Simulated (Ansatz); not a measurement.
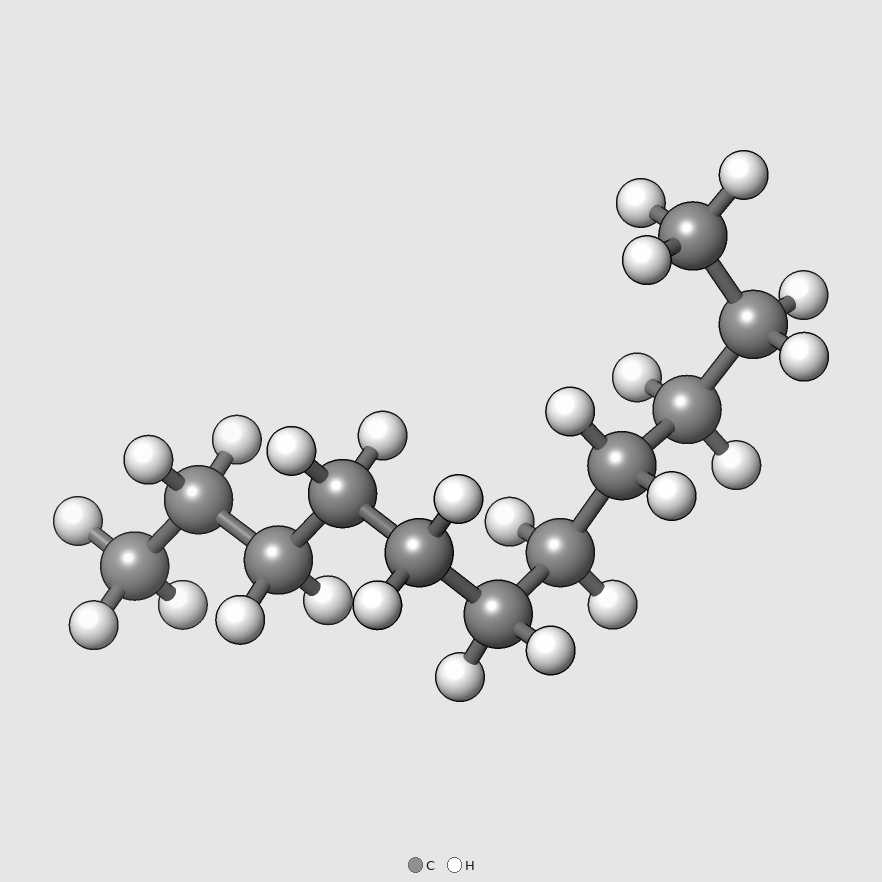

The picture shows the input geometry.

Input file:

```yaml
crystal:
  periodic: [false, false, false]
  atoms:
    - {symbol: C, position_ang: [-0.597941, -1.656776, -4.137318]}
    - {symbol: C, position_ang: [0.199956, -1.522935, -2.998323]}
    - {symbol: C, position_ang: [0.211500, -0.221743, -2.486686]}
    - {symbol: C, position_ang: [1.006203, -0.087590, -1.344142]}
    - {symbol: C, position_ang: [1.095428, 1.221854, -0.851848]}
    - {symbol: C, position_ang: [-0.128324, 1.803119, -0.482001]}
    - {symbol: C, position_ang: [-0.873959, 1.072643, 0.453506]}
    - {symbol: C, position_ang: [-0.220400, 0.857959, 1.671002]}
    - {symbol: C, position_ang: [-1.017120, 0.182868, 2.601603]}
    - {symbol: C, position_ang: [-0.414854, -0.004940, 3.852968]}
    - {symbol: C, position_ang: [0.712879, -0.831981, 3.824694]}
    - {symbol: H, position_ang: [-0.277507, -1.053971, -4.876628]}
    - {symbol: H, position_ang: [-1.553711, -1.410871, -3.940842]}
    - {symbol: H, position_ang: [-0.590893, -2.599016, -4.487142]}
    - {symbol: H, position_ang: [-0.122376, -2.156115, -2.282281]}
    - {symbol: H, position_ang: [1.145045, -1.803736, -3.210895]}
    - {symbol: H, position_ang: [0.540000, 0.414533, -3.199039]}
    - {symbol: H, position_ang: [-0.735868, 0.057406, -2.282379]}
    - {symbol: H, position_ang: [0.655683, -0.701350, -0.624108]}
    - {symbol: H, position_ang: [1.936023, -0.417375, -1.553069]}
    - {symbol: H, position_ang: [1.722626, 1.230611, -0.063620]}
    - {symbol: H, position_ang: [1.527327, 1.805655, -1.551643]}
    - {symbol: H, position_ang: [0.054851, 2.721957, -0.108826]}
    - {symbol: H, position_ang: [-0.691877, 1.949139, -1.304090]}
    - {symbol: H, position_ang: [-1.138734, 0.182016, 0.060209]}
    - {symbol: H, position_ang: [-1.739244, 1.560223, 0.628173]}
    - {symbol: H, position_ang: [0.627397, 0.338777, 1.511355]}
    - {symbol: H, position_ang: [0.064766, 1.746419, 2.058380]}
    - {symbol: H, position_ang: [-1.877400, 0.694776, 2.724329]}
    - {symbol: H, position_ang: [-1.280150, -0.715289, 2.221839]}
    - {symbol: H, position_ang: [-0.164131, 0.893602, 4.237172]}
    - {symbol: H, position_ang: [-1.094542, -0.397207, 4.484830]}
    - {symbol: H, position_ang: [1.075930, -0.984266, 4.749446]}
    - {symbol: H, position_ang: [0.489534, -1.731908, 3.432564]}
    - {symbol: H, position_ang: [1.453873, -0.436449, 3.272839]}
basis:
  gaussian: {orbitals: x2c-TZVPPall, fitting: {mean_field: cc-pVTZ-jkfit}}
hamiltonian: {xc: {name: BHLYP}}
output: {forces: true}
```

Command:

```sh
ansatz run in.yaml --threads 11 --pin off --events-out ev --progress --plain --max-ram 174080MiB --backend cuda --devices 0, --max-vram 75GiB
```

Result:

```
Functional definition: BHLYP
  name "BHLYP"
  cite "Becke, J. Chem. Phys. 98, 1372 (1993) doi:10.1063/1.464304"
  cite "Becke, Phys. Rev. A 38, 3098 (1988) doi:10.1103/PhysRevA.38.3098"
  cite "Lee, Yang & Parr, Phys. Rev. B 37, 785 (1988) doi:10.1103/PhysRevB.37.785"
  parameter a = 0.5
  exchange = (1 - a)*b88_x + a*exact_x
  correlation = lyp_c
1589 factors; integrals over basis functions are off by at most 6.5e-1 eV
mean field evaluation 1: about -11769.2004 eV, gradient 1.1e2 eV
mean field evaluation 2: about -11774.3173 eV, gradient 9.5e1 eV
mean field evaluation 4: about -11795.0354 eV, gradient 2.8e0 eV
mean field evaluation 8: about -11795.0441 eV, gradient 1.5e-1 eV
mean field evaluation 16: about -11795.0441 eV, gradient 6.1e-5 eV
mean field -11795.04414035 eV, -433.4598771899 hartree, gradient 6.1e-5 eV, S^2 0.000000; 0 other end points of the search recorded, 0 dependent functions left out
the calculation of the forces begins
reference -11795.04444903 eV, -433.4598885337 hartree; 45, 45 occupied and 632, 632 virtual orbitals, 1589 factors
Total energy: -11795.04444903 eV, -433.4598885337 hartree
Relativity: scalar
Atom 0 at    -0.597941    -1.656776    -4.137318 Å, force    -0.578438    -0.378851    -0.932293 eV/Å
Atom 1 at     0.199956    -1.522935    -2.998323 Å, force     0.401524    -0.829693     0.215839 eV/Å
Atom 2 at     0.211500    -0.221743    -2.486686 Å, force    -0.411609     0.607006    -0.297312 eV/Å
Atom 3 at     1.006203    -0.087590    -1.344142 Å, force     0.611481    -0.559942     0.474740 eV/Å
Atom 4 at     1.095428     1.221854    -0.851848 Å, force     1.003173     0.563593     0.158413 eV/Å
Atom 5 at    -0.128324     1.803119    -0.482001 Å, force    -0.369295     0.981390    -0.497139 eV/Å
Atom 6 at    -0.873959     1.072643     0.453506 Å, force    -0.897242    -0.111087    -0.321878 eV/Å
Atom 7 at    -0.220400     0.857959     1.671002 Å, force     0.789663     0.186320     0.147330 eV/Å
Atom 8 at    -1.017120     0.182868     2.601603 Å, force    -0.924393    -0.224390     0.046676 eV/Å
Atom 9 at    -0.414854    -0.004940     3.852968 Å, force    -0.469882     0.305540     0.977398 eV/Å
Atom 10 at     0.712879    -0.831981     3.824694 Å, force     0.924241    -0.591856     0.181248 eV/Å
Atom 11 at    -0.277507    -1.053971    -4.876628 Å, force     1.019295     2.042754    -2.632111 eV/Å
Atom 12 at    -1.553711    -1.410871    -3.940842 Å, force    -3.339621     0.823525     0.561915 eV/Å
Atom 13 at    -0.590893    -2.599016    -4.487142 Å, force    -0.077856    -3.238048    -1.341950 eV/Å
Atom 14 at    -0.122376    -2.156115    -2.282281 Å, force    -1.000820    -2.236688     2.460511 eV/Å
Atom 15 at     1.145045    -1.803736    -3.210895 Å, force     3.243596    -1.056566    -0.649945 eV/Å
Atom 16 at     0.540000     0.414533    -3.199039 Å, force     1.026852     2.228715    -2.440644 eV/Å
Atom 17 at    -0.735868     0.057406    -2.282379 Å, force    -3.219936     1.000967     0.573577 eV/Å
Atom 18 at     0.655683    -0.701350    -0.624108 Å, force    -1.060841    -2.179561     2.418037 eV/Å
Atom 19 at     1.936023    -0.417375    -1.553069 Å, force     3.170265    -1.233268    -0.643815 eV/Å
Atom 20 at     1.722626     1.230611    -0.063620 Å, force     2.249009     0.152351     2.620280 eV/Å
Atom 21 at     1.527327     1.805655    -1.551643 Å, force     1.606573     2.011427    -2.329369 eV/Å
Atom 22 at     0.054851     2.721957    -0.108826 Å, force     0.533171     3.216780     1.192702 eV/Å
Atom 23 at    -0.691877     1.949139    -1.304090 Å, force    -1.910683     0.674185    -2.801752 eV/Å
Atom 24 at    -1.138734     0.182016     0.060209 Å, force    -1.054009    -2.989233    -1.298015 eV/Å
Atom 25 at    -1.739244     1.560223     0.628173 Å, force    -3.033393     1.566906     0.567828 eV/Å
Atom 26 at     0.627397     0.338777     1.511355 Å, force     2.913567    -1.657656    -0.485381 eV/Å
Atom 27 at     0.064766     1.746419     2.058380 Å, force     1.078046     3.013128     1.321549 eV/Å
Atom 28 at    -1.877400     0.694776     2.724329 Å, force    -3.015673     1.667520     0.359005 eV/Å
Atom 29 at    -1.280150    -0.715289     2.221839 Å, force    -1.018234    -3.046421    -1.287228 eV/Å
Atom 30 at    -0.164131     0.893602     4.237172 Å, force     0.770770     3.076700     1.421056 eV/Å
Atom 31 at    -1.094542    -0.397207     4.484830 Å, force    -2.319945    -1.257617     2.282672 eV/Å
Atom 32 at     1.075930    -0.984266     4.749446 Å, force     1.374719    -0.617665     3.155107 eV/Å
Atom 33 at     0.489534    -1.731908     3.432564 Å, force    -0.659377    -3.152528    -1.332444 eV/Å
Atom 34 at     1.453873    -0.436449     3.272839 Å, force     2.645302     1.242267    -1.844605 eV/Å
Dipole moment:     0.002246     0.011703     0.016607 e Å
```

The calculation finished and met its thresholds.
